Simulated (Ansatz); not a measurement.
The starting structures come from a database of crystals and need not be the phases stable at ambient conditions.

 Where the default PAW files enter, the runs use the earlier of Ansatz's two default sets.

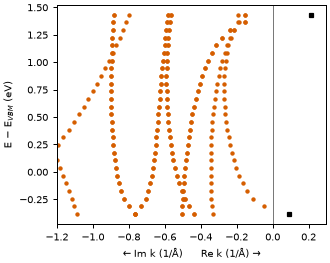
*Complex bands at the centre of the two-dimensional zone; PBEsol run with Ansatz (a quantum-chemistry and plane-wave program)*

The gap is the functional's own, uncorrected, and κ follows it; spin-orbit coupling is left out. Mid-gap values are interpolated between the computed energies.

Problem. This is Cu₂WS₄ (P-42m, not sure to be the ambient phase, 7 atoms a cell, 20.9 Å³ an atom) along the normal of (001). Read off the slowest decay at the centre of the two-dimensional zone at 0.59 eV, the computed energy nearest the middle of the gap.

Solution. κ ≈ 0.27 1/Å, a decay length 1/(2κ) of the density of 1.9 Å.
